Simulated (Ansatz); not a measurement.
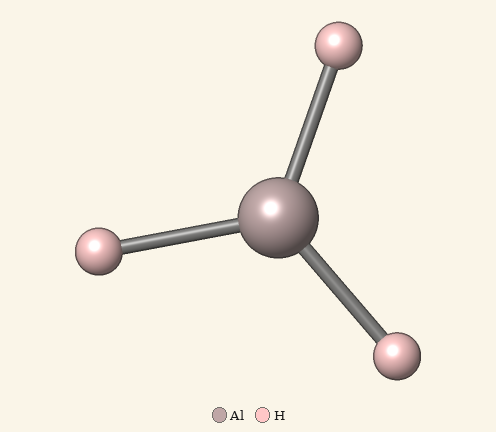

All atoms lie in one plane, which faces the viewer. The computed structure is the end point of a PBE0-D4/def2-TZVP optimisation.

**Which symmetry elements does this geometry have?**

It has 1 C3 axis, 3 C2 axes, 1 S3 axis and 4 mirror planes, so the point group is D3h. The group has 12 operations. The geometry is achiral, and symmetry forbids a dipole moment.
